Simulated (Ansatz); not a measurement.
**Si: a line through an energy map, part 1 of 2**

How does the energy of Si (Fd-3m, No. 227; 2 atoms in the cell) vary with amplitude of mode 4 (513 cm⁻¹), at equal normal strain along x and y = −2.67 %?

Program: Ansatz 0.2.0. Level of theory: DFT LDA, scalar-relativistic, plane waves, PAW. These are calculated values, not measurements.

10 further runs of the same task are left out: 10 set aside as unsound or not needed.

**1. The structure to begin with**

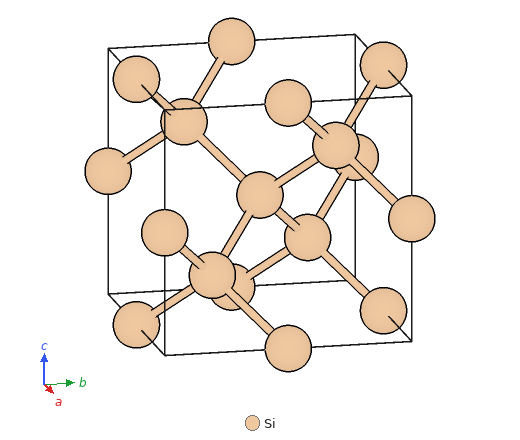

The starting structure, seen slightly off an axis (silicon light orange). The cell drawn here is the conventional one.

Coordinates:

```
Si
1.0
     0.00000    2.70097    2.70097
     2.70097    0.00000    2.70097
     2.70097    2.70097    0.00000
Si
2
Cartesian
  2.7010 2.7010 2.7010
  4.0515 4.0515 4.0515
```

It is the result of an earlier relaxation at this level (volume 19.70 Å³/atom; gap on the mesh: 0.44 eV).

**2. The scan**

The energy is mapped over a normal mode and a strain (zone-centre modes of the cell shown) (x along [1 0 0], y along [0 1 0], z along [0 0 1] of the conventional cell).

The axes are (1) amplitude of mode 4 (513 cm⁻¹), largest displacement in the unstrained cell: 11 values from −0.060 Å; (2) equal normal strain along x and y: 7 values from −4.00 %.

Nothing else is relaxed (the pattern is fixed in fractional coordinates). Energies count from the relaxed high-symmetry cell. Points are written as (first, second).

The modes come from a phonon run on the reference cell, made beforehand.

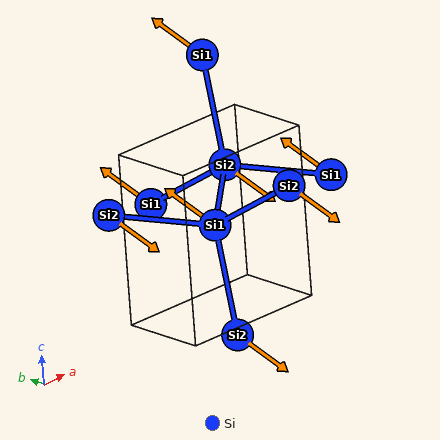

The reference structure; orange arrows give the pattern of the mode.

The patterns, per unit of each coordinate (Å):

```
atom      x1     y1     z1
 Si1   1.000  0.000  0.000
 Si2  -1.000  0.000  0.000
```

**3. Grid point (−0.060 Å, −2.67 %)**

Input file input.yaml:

```yaml
crystal:
  lattice:
    - [0.0, 2.6288575915, 2.7009735863]
    - [2.6288575915, 0.0, 2.7009735863]
    - [2.6288575915, 2.6288575915, 0.0]
  atoms:
    - { symbol: Si, position: [0.511107106, 0.488892894, 0.488892894] }
    - { symbol: Si, position: [0.738892894, 0.761107106, 0.761107106] }
basis:
  ecutwfc: 420
kpoints:
  mp_grid: { grid: [12, 12, 12] }
hamiltonian:
  xc: lda
scf:
  occupations: { method: gaussian, width: 0.05 }
output:
  forces: true
  stress: true
  eigenvalues: true
  write_density: true
  write_potential: true
  elf: true
  volumetric_format: npy
```

Launch:

```bash
$ ansatz run input.yaml --threads 1 --pin off --max-ram 2048MiB --backend cpu --events-out ev --progress --plain --runs-dir out
```

The log of the run:

```text
Warning: RAYON_NUM_THREADS=1 ignored (pool sized by the plan → 1); use --threads N
Engine: ansatz 0.2.0, aarch64-unknown-linux-gnu
Pseudopotentials: kind: paw
Pseudopotential: Si, paw, valence charge 4, recommended cutoff 420 eV (normal), Si.paw.azcp
Functional definition: SPW92
  exchange = slater_x
  correlation = pw_c
Crystal: 2 atoms, lattice volume = 37.332 Å³
Basis set: ecut = 420 eV, 733 PW (Γ)
Bands: 8, of which v1, the nominal top of the filled ones, is band 4 counted from 1 (3 counted from 0)
Symmetry: 4 space group operations
Space group: C2/c (ITA 15), of the structure as read, at distance tolerance 3.3e-5 Å
k-points: 476 of 1728
Non-local potential: Si, projectors of the file, l = 0: 2, l = 1: 2, l = 2: 2
PAW form: soft (Blöchl's): semilocal exchange-correlation on the pseudo side does not see the compensation charge
PAW frozen core: Si, regenerated for the run's functional, and the local potential with it (the file was generated under x = pbe(κ = 0.804, μ = 0.2195149727645171), c = pbe(β = 0.06672455060314922))
PAW one-centre angular grid: Si, 110 points (default); XC on 64 Gauss nodes
Initial density: superposition of atomic densities (neutral atoms: chi_scale 0, normalization atom), corrected by the library's trained network
Initial wavefunctions: pseudopotential atomic-orbital guess
Functional: x = slater, c = lda
SCF iter   1: F=—  HF=-1217.155625 eV  |F-HF|=—  |Δ(HF+E_count)|=         —  Δρ=4.12e-3  dr2=4.05e-3  ethr=1.77e-3  ⟨swp⟩=6.1  Hψ=34653  notcnv=0
preconditioner: auto → none  [metal: Δε(μ)=0.030 eV  Ē_g=9.733 eV  σ=0.050 eV  W_gap=0.32  n_scr=8 (ndim 8)  ℏωp=17.2 eV  f_vac=0.000  D(μ)=0.08/eV (n_scr^D=0)  sad-step TF]
SCF iter   2: F=—  HF=-1217.154971 eV  |F-HF|=—  |Δ(HF+E_count)|=   6.54e-4  Δρ=2.39e-3  dr2=1.43e-3  ethr=5.06e-5  ⟨swp⟩=1.3  Hψ=7827  notcnv=0
SCF iter   3: F=—  HF=-1217.154534 eV  |F-HF|=—  |Δ(HF+E_count)|=   4.37e-4  Δρ=1.74e-4  dr2=7.85e-6  ethr=1.79e-5  ⟨swp⟩=2.0  Hψ=5712  notcnv=0
SCF iter   4: F=—  HF=-1217.154531 eV  |F-HF|=—  |Δ(HF+E_count)|=   2.90e-6  Δρ=3.14e-5  dr2=2.20e-7  ethr=9.82e-8  ⟨swp⟩=2.2  Hψ=5765  notcnv=0
iter 5 did not close the SCF: its close was put off for the readings that it lacked (scf_convergence_deferred on its scf_iter line)
SCF iter   5: F=-1217.154531 eV  HF=-1217.154531 eV  |F-HF|=6.85e-9  |Δ(HF+E_count)|=   4.98e-8  Δρ=4.86e-6  dr2=9.53e-9  ethr=2.75e-9  ⟨swp⟩=2.3  Hψ=5620  notcnv=0
SCF iter   6: F=-1217.154531 eV  HF=-1217.154531 eV  |F-HF|=2.52e-10  |Δ(HF+E_count)|=   4.65e-9  Δρ=1.22e-6  dr2=4.60e-10  ethr=1.19e-10  ⟨swp⟩=5.3  Hψ=19198  notcnv=0
SCF 1 converged in 6 iterations: F = -1217.154531 eV  dr2 = 4.60e-10
SCF converged after 6 iterations
Free energy (F): -1217.154531 eV
Harris-Foulkes:  -1217.154531 eV  (|F-HF|=2.52e-10)
Internal energy: -1217.154440 eV  (E = F + TS)
E sigma→0 (E₀):  -1217.154485 eV
Entropy (-TS):   -0.000091 eV (-0.046 meV/atom)
Fermi energy:    7.042419 eV
--- Per-component energies (eV) ---
  E_band       = 12.150487
  E_kinetic    = 83.369093
  E_local      = -52.767508  (includes V_loc(G=0)·N_el)
  E_nonlocal   = 55.157541
  E_hartree    = 14.028123
  E_xc         = -110.725074
  E_vxc        = -95.651507  (∫ρ·V_xc dr)
  E_paw        = -972.596726  (= ΣΔE_a)
  E_vpaw       = -6.013322  (= ΣTr[D̂ρ^β])
  E_aug_tail   = 0.000011  (compensation charges beyond the density's cutoff)
  E_ewald      = -233.788560
  E_core_change = 0.168661  (= ΣΔE_core)
  E_smearing   = -0.000091  (= −TS)
  E_closure    = -0.000000  (closes the sum)
  Σ components = -1217.154531   (vs F -1217.154531, Δ=0.00e0)
--- Forces (eV/Å), atoms counted from 1 ---
  atom   1  Si     1.68089256     0.00000000     0.00000000
  atom   2  Si    -1.68089256     0.00000000     0.00000000
  max |Σ_I F_I| component: 0.00e0 eV/Å
--- Stress (GPa, compression-positive) ---
        6.362142       0.000000       0.000000
        0.000000       7.608054      -6.553406
        0.000000      -6.553406       5.023509
  P = ⅓ Tr σ = 6.3312 GPa (63.312 kbar)
--- Band table (eV; the first three rows and the last of 476) ---
  k-point 0: bands = ["-5.6657", "6.1950", "6.9080", "7.3534", "9.0462", "9.2838", "9.6987", "10.7690"]
  k-point 1: bands = ["-5.5677", "5.5506", "6.6079", "7.1235", "9.3254", "9.4447", "9.8463", "11.3290"]
  k-point 2: bands = ["-5.2763", "4.0999", "6.2131", "6.7115", "9.3006", "9.8508", "10.2919", "12.6326"]
  k-point 475: bands = ["-1.3931", "-1.3931", "3.9380", "3.9380", "7.3990", "7.3990", "17.4586", "17.4586"]
```

Run time: 9.5 s. Hardware: 1 thread of Arm Neoverse V2, shared host; peak memory 0.46 GiB.

The maps below are laid out on this run's own conventional cell (a, b, c = 5.258, 5.258, 3.769 Å).

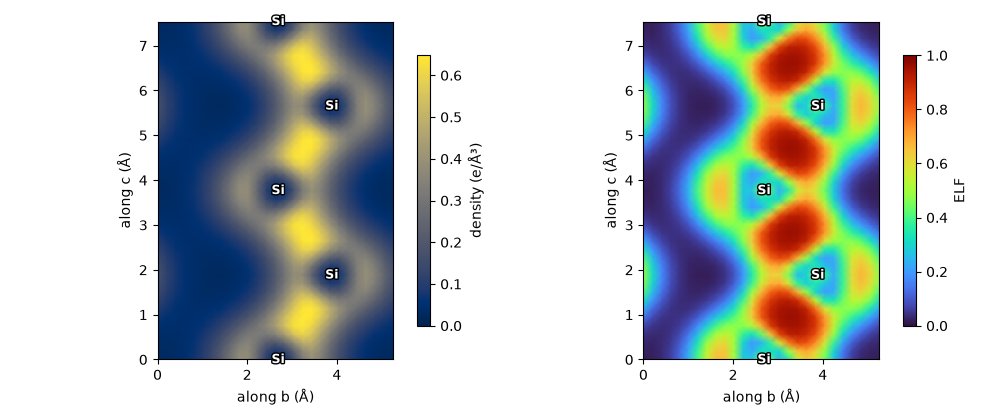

Density (left) and ELF (right) in a lattice plane of the grid's cell (edges 5.26 and 3.77 Å, at 0.000 of the third edge), which holds Si. Only atoms in the plane are labelled. Both are smooth fields of the valence electrons: close to the nuclei they are not physical.

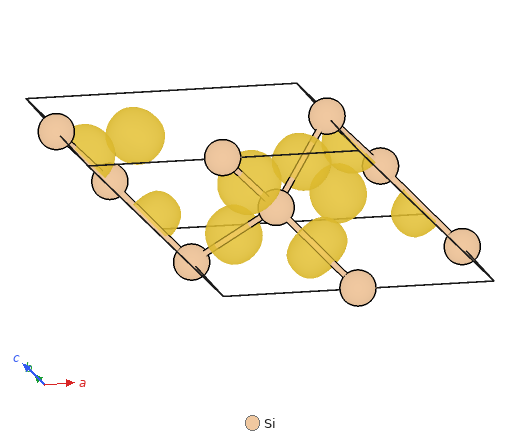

Surface of ELF = 0.85, drawn in one cell.

Outside the cores ELF peaks at 0.96 on the Si–Si line, 1.1 Å from Si.

Energy on the map's scale: 142 meV.

**4. Grid point (−0.048 Å, −2.67 %)**

Input file input.yaml:

```yaml
crystal:
  lattice:
    - [0.0, 2.6288575915, 2.7009735863]
    - [2.6288575915, 0.0, 2.7009735863]
    - [2.6288575915, 2.6288575915, 0.0]
  atoms:
    - { symbol: Si, position: [0.5088856848, 0.4911143152, 0.4911143152] }
    - { symbol: Si, position: [0.7411143152, 0.7588856848, 0.7588856848] }
basis:
  ecutwfc: 420
kpoints:
  mp_grid: { grid: [12, 12, 12] }
hamiltonian:
  xc: lda
scf:
  occupations: { method: gaussian, width: 0.05 }
output:
  forces: true
  stress: true
  eigenvalues: true
```

Launch:

```bash
$ ansatz run input.yaml --threads 1 --pin off --max-ram 2048MiB --backend cpu --events-out ev --progress --plain --runs-dir out
```

The log of the run:

```text
[... 28 lines left out ...]
SCF 1 converged in 6 iterations: F = -1217.190013 eV  dr2 = 1.15e-10
SCF converged after 6 iterations
Free energy (F): -1217.190013 eV
Harris-Foulkes:  -1217.190013 eV  (|F-HF|=4.02e-11)
Internal energy: -1217.189836 eV  (E = F + TS)
E sigma→0 (E₀):  -1217.189924 eV
Entropy (-TS):   -0.000178 eV (-0.089 meV/atom)
Fermi energy:    7.041521 eV
--- Per-component energies (eV) ---
  E_band       = 12.177050
  E_kinetic    = 83.357866
  E_local      = -52.709149  (includes V_loc(G=0)·N_el)
  E_nonlocal   = 55.127314
  E_hartree    = 14.032192
  E_xc         = -110.721496
  E_vxc        = -95.649403  (∫ρ·V_xc dr)
  E_paw        = -972.596230  (= ΣΔE_a)
  E_vpaw       = -6.014029  (= ΣTr[D̂ρ^β])
  E_aug_tail   = 0.000011  (compensation charges beyond the density's cutoff)
  E_ewald      = -233.849004
  E_core_change = 0.168661  (= ΣΔE_core)
  E_smearing   = -0.000178  (= −TS)
  E_closure    = -0.000000  (closes the sum)
  Σ components = -1217.190013   (vs F -1217.190013, Δ=0.00e0)
--- Forces (eV/Å), atoms counted from 1 ---
  atom   1  Si     1.36083801     0.00000000     0.00000000
  atom   2  Si    -1.36083801     0.00000000     0.00000000
  max |Σ_I F_I| component: 0.00e0 eV/Å
--- Stress (GPa, compression-positive) ---
        6.501703       0.000000       0.000000
        0.000000       7.288137      -5.173567
        0.000000      -5.173567       4.658455
  P = ⅓ Tr σ = 6.1494 GPa (61.494 kbar)
--- Band table (eV; the first three rows and the last of 476) ---
  k-point 0: bands = ["-5.6598", "6.3058", "6.8967", "7.2436", "9.1123", "9.3019", "9.6387", "10.7787"]
  k-point 1: bands = ["-5.5621", "5.6337", "6.6106", "7.0310", "9.3713", "9.4649", "9.7963", "11.3420"]
  k-point 2: bands = ["-5.2714", "4.1540", "6.2326", "6.6377", "9.3000", "9.8897", "10.2474", "12.6534"]
  k-point 475: bands = ["-1.3827", "-1.3827", "3.9311", "3.9311", "7.4093", "7.4093", "17.4461", "17.4461"]
```

Wall time 6.7 s (1 thread of Arm Neoverse V2, shared host); peak memory 0.47 GiB.

That is 107 meV from the zero.

**5. Grid point (−0.036 Å, −2.67 %)**

input.yaml: that of step 4 with these lines changed.

```diff
@@ -6,4 +6,4 @@
   atoms:
-    - { symbol: Si, position: [0.5088856848, 0.4911143152, 0.4911143152] }
-    - { symbol: Si, position: [0.7411143152, 0.7588856848, 0.7588856848] }
+    - { symbol: Si, position: [0.5066642636, 0.4933357364, 0.4933357364] }
+    - { symbol: Si, position: [0.7433357364, 0.7566642636, 0.7566642636] }
 basis:
```

Launch:

```bash
$ ansatz run input.yaml --threads 1 --pin off --max-ram 2048MiB --backend cpu --events-out ev --progress --plain --runs-dir out
```

The log of the run:

```text
[... 28 lines left out ...]
SCF 1 converged in 6 iterations: F = -1217.218076 eV  dr2 = 6.89e-11
SCF converged after 6 iterations
Free energy (F): -1217.218076 eV
Harris-Foulkes:  -1217.218076 eV  (|F-HF|=1.00e-11)
Internal energy: -1217.217993 eV  (E = F + TS)
E sigma→0 (E₀):  -1217.218035 eV
Entropy (-TS):   -0.000083 eV (-0.041 meV/atom)
Fermi energy:    7.019263 eV
--- Per-component energies (eV) ---
  E_band       = 12.201187
  E_kinetic    = 83.353801
  E_local      = -52.671948  (includes V_loc(G=0)·N_el)
  E_nonlocal   = 55.104851
  E_hartree    = 14.039748
  E_xc         = -110.719931
  E_vxc        = -95.649442  (∫ρ·V_xc dr)
  E_paw        = -972.596992  (= ΣΔE_a)
  E_vpaw       = -6.015623  (= ΣTr[D̂ρ^β])
  E_aug_tail   = 0.000011  (compensation charges beyond the density's cutoff)
  E_ewald      = -233.896195
  E_core_change = 0.168661  (= ΣΔE_core)
  E_smearing   = -0.000083  (= −TS)
  E_closure    = -0.000000  (closes the sum)
  Σ components = -1217.218076   (vs F -1217.218076, Δ=0.00e0)
--- Forces (eV/Å), atoms counted from 1 ---
  atom   1  Si     1.03839591     0.00000000     0.00000000
  atom   2  Si    -1.03839591     0.00000000     0.00000000
  max |Σ_I F_I| component: 0.00e0 eV/Å
--- Stress (GPa, compression-positive) ---
        6.618519       0.000000       0.000000
        0.000000       7.056723      -3.813954
        0.000000      -3.813954       4.378035
  P = ⅓ Tr σ = 6.0178 GPa (60.178 kbar)
--- Band table (eV; the first three rows and the last of 476) ---
  k-point 0: bands = ["-5.6548", "6.4159", "6.8885", "7.1355", "9.1780", "9.3164", "9.5786", "10.7868"]
  k-point 1: bands = ["-5.5573", "5.7135", "6.6180", "6.9379", "9.4137", "9.4860", "9.7470", "11.3543"]
  k-point 2: bands = ["-5.2674", "4.2061", "6.2540", "6.5638", "9.2964", "9.9306", "10.2014", "12.6740"]
  k-point 475: bands = ["-1.3740", "-1.3740", "3.9261", "3.9261", "7.4175", "7.4175", "17.4365", "17.4366"]
```

It took 6.7 s on 1 thread of Arm Neoverse V2, shared host; peak memory 0.47 GiB.

On the map this point reads 78 meV.

**6. Point (−0.024 Å, −2.67 %)**

input.yaml: that of step 5 with these lines changed.

```diff
@@ -6,4 +6,4 @@
   atoms:
-    - { symbol: Si, position: [0.5066642636, 0.4933357364, 0.4933357364] }
-    - { symbol: Si, position: [0.7433357364, 0.7566642636, 0.7566642636] }
+    - { symbol: Si, position: [0.5044428424, 0.4955571576, 0.4955571576] }
+    - { symbol: Si, position: [0.7455571576, 0.7544428424, 0.7544428424] }
 basis:
```

Launch:

```bash
$ ansatz run input.yaml --threads 1 --pin off --max-ram 2048MiB --backend cpu --events-out ev --progress --plain --runs-dir out
```

The log of the run:

```text
[... 28 lines left out ...]
SCF 1 converged in 6 iterations: F = -1217.238348 eV  dr2 = 6.01e-10
SCF converged after 6 iterations
Free energy (F): -1217.238348 eV
Harris-Foulkes:  -1217.238348 eV  (|F-HF|=4.97e-10)
Internal energy: -1217.238295 eV  (E = F + TS)
E sigma→0 (E₀):  -1217.238322 eV
Entropy (-TS):   -0.000053 eV (-0.027 meV/atom)
Fermi energy:    7.021137 eV
--- Per-component energies (eV) ---
  E_band       = 12.213508
  E_kinetic    = 83.344404
  E_local      = -52.636005  (includes V_loc(G=0)·N_el)
  E_nonlocal   = 55.088204
  E_hartree    = 14.039941
  E_xc         = -110.717648
  E_vxc        = -95.647757  (∫ρ·V_xc dr)
  E_paw        = -972.595865  (= ΣΔE_a)
  E_vpaw       = -6.015144  (= ΣTr[D̂ρ^β])
  E_aug_tail   = 0.000011  (compensation charges beyond the density's cutoff)
  E_ewald      = -233.929998
  E_core_change = 0.168661  (= ΣΔE_core)
  E_smearing   = -0.000053  (= −TS)
  E_closure    = -0.000000  (closes the sum)
  Σ components = -1217.238348   (vs F -1217.238348, Δ=0.00e0)
--- Forces (eV/Å), atoms counted from 1 ---
  atom   1  Si     0.69663490     0.00000000     0.00000000
  atom   2  Si    -0.69663490     0.00000000     0.00000000
  max |Σ_I F_I| component: 0.00e0 eV/Å
--- Stress (GPa, compression-positive) ---
        6.686363       0.000000       0.000000
        0.000000       6.873474      -2.529014
        0.000000      -2.529014       4.174554
  P = ⅓ Tr σ = 5.9115 GPa (59.115 kbar)
--- Band table (eV; the first three rows and the last of 476) ---
  k-point 0: bands = ["-5.6517", "6.5237", "6.8819", "7.0274", "9.2418", "9.3269", "9.5178", "10.7917"]
  k-point 1: bands = ["-5.5545", "5.7890", "6.6274", "6.8433", "9.4433", "9.5134", "9.6989", "11.3645"]
  k-point 2: bands = ["-5.2654", "4.2558", "6.2728", "6.4905", "9.2884", "9.9724", "10.1529", "12.6934"]
  k-point 475: bands = ["-1.3683", "-1.3683", "3.9219", "3.9219", "7.4231", "7.4231", "17.4289", "17.4289"]
```

Wall time 6.8 s (1 thread of Arm Neoverse V2, shared host); peak memory 0.47 GiB.

That is 58 meV from the zero.

**7. Grid point (−0.012 Å, −2.67 %)**

input.yaml: that of step 6 with these lines changed.

```diff
@@ -6,4 +6,4 @@
   atoms:
-    - { symbol: Si, position: [0.5044428424, 0.4955571576, 0.4955571576] }
-    - { symbol: Si, position: [0.7455571576, 0.7544428424, 0.7544428424] }
+    - { symbol: Si, position: [0.5022214212, 0.4977785788, 0.4977785788] }
+    - { symbol: Si, position: [0.7477785788, 0.7522214212, 0.7522214212] }
 basis:
```

Launch:

```bash
$ ansatz run input.yaml --threads 1 --pin off --max-ram 2048MiB --backend cpu --events-out ev --progress --plain --runs-dir out
```

The log of the run:

```text
Warning: RAYON_NUM_THREADS=1 ignored (pool sized by the plan → 1); use --threads N
[... 6 set-up lines as earlier in the session ...]
Crystal: 2 atoms, lattice volume = 37.332 Å³
Basis set: ecut = 420 eV, 733 PW (Γ)
Bands: 8, of which v1, the nominal top of the filled ones, is band 4 counted from 1 (3 counted from 0)
[... 2 set-up lines as earlier in the session ...]
k-points: 476 of 1728
[... 7 set-up lines as earlier in the session ...]
SCF iter   1: F=—  HF=-1217.251730 eV  |F-HF|=—  |Δ(HF+E_count)|=         —  Δρ=4.07e-3  dr2=4.00e-3  ethr=1.77e-3  ⟨swp⟩=6.1  Hψ=34606  notcnv=0
preconditioner: auto → none  [insulator: Δε(μ)=0.161 eV  Ē_g=9.744 eV  σ=0.050 eV  W_gap=0.97  n_scr=8 (ndim 8)  ℏωp=17.2 eV  f_vac=0.000  D(μ)=0.00/eV (n_scr^D=0)  ε∞_Penn≈4.1]
SCF iter   2: F=—  HF=-1217.250776 eV  |F-HF|=—  |Δ(HF+E_count)|=   9.54e-4  Δρ=1.85e-3  dr2=7.27e-4  ethr=5.01e-5  ⟨swp⟩=1.9  Hψ=8390  notcnv=0
SCF iter   3: F=—  HF=-1217.250592 eV  |F-HF|=—  |Δ(HF+E_count)|=   1.84e-4  Δρ=1.62e-4  dr2=6.49e-6  ethr=9.08e-6  ⟨swp⟩=2.0  Hψ=5611  notcnv=0
SCF iter   4: F=—  HF=-1217.250592 eV  |F-HF|=—  |Δ(HF+E_count)|=   5.57e-8  Δρ=2.10e-5  dr2=1.51e-7  ethr=8.11e-8  ⟨swp⟩=1.7  Hψ=4656  notcnv=0
iter 5 did not close the SCF: its close was put off for the readings that it lacked (scf_convergence_deferred on its scf_iter line)
SCF iter   5: F=-1217.250592 eV  HF=-1217.250592 eV  |F-HF|=2.41e-9  |Δ(HF+E_count)|=   4.46e-8  Δρ=5.76e-6  dr2=7.48e-9  ethr=1.89e-9  ⟨swp⟩=2.0  Hψ=5613  notcnv=0
SCF iter   6: F=-1217.250592 eV  HF=-1217.250592 eV  |F-HF|=4.62e-11  |Δ(HF+E_count)|=   1.74e-9  Δρ=5.28e-7  dr2=1.03e-10  ethr=9.35e-11  ⟨swp⟩=1.9  Hψ=11782  notcnv=0
SCF 1 converged in 6 iterations: F = -1217.250592 eV  dr2 = 1.03e-10
SCF converged after 6 iterations
Free energy (F): -1217.250592 eV
Harris-Foulkes:  -1217.250592 eV  (|F-HF|=4.62e-11)
Internal energy: -1217.250583 eV  (E = F + TS)
E sigma→0 (E₀):  -1217.250587 eV
Entropy (-TS):   -0.000009 eV (-0.004 meV/atom)
Fermi energy:    6.989148 eV
--- Per-component energies (eV) ---
  E_band       = 12.221313
  E_kinetic    = 83.339174
  E_local      = -52.615124  (includes V_loc(G=0)·N_el)
  E_nonlocal   = 55.078206
  E_hartree    = 14.040466
  E_xc         = -110.716390
  E_vxc        = -95.646903  (∫ρ·V_xc dr)
  E_paw        = -972.595269  (= ΣΔE_a)
  E_vpaw       = -6.014987  (= ΣTr[D̂ρ^β])
  E_aug_tail   = 0.000011  (compensation charges beyond the density's cutoff)
  E_ewald      = -233.950318
  E_core_change = 0.168661  (= ΣΔE_core)
  E_smearing   = -0.000009  (= −TS)
  E_closure    = -0.000000  (closes the sum)
  Σ components = -1217.250592   (vs F -1217.250592, Δ=0.00e0)
--- Forces (eV/Å), atoms counted from 1 ---
  atom   1  Si     0.35037308     0.00000000     0.00000000
  atom   2  Si    -0.35037308     0.00000000     0.00000000
  max |Σ_I F_I| component: 0.00e0 eV/Å
--- Stress (GPa, compression-positive) ---
        6.724875       0.000000       0.000000
        0.000000       6.771848      -1.260228
        0.000000      -1.260228       4.048771
  P = ⅓ Tr σ = 5.8485 GPa (58.485 kbar)
--- Band table (eV; the first three rows and the last of 476) ---
  k-point 0: bands = ["-5.6497", "6.6220", "6.8779", "6.9290", "9.3011", "9.3333", "9.4604", "10.7947"]
  k-point 1: bands = ["-5.5528", "5.8593", "6.6308", "6.7600", "9.4551", "9.5484", "9.6577", "11.3735"]
  k-point 2: bands = ["-5.2646", "4.3031", "6.2772", "6.4329", "9.2773", "10.0150", "10.1033", "12.7121"]
  k-point 475: bands = ["-1.3648", "-1.3648", "3.9194", "3.9194", "7.4265", "7.4265", "17.4243", "17.4243"]
```

Run time: 6.6 s. Hardware: 1 thread of Arm Neoverse V2, shared host; peak memory 0.47 GiB.

On the map this point reads 46 meV.

(Continued in part 2 of 2.)
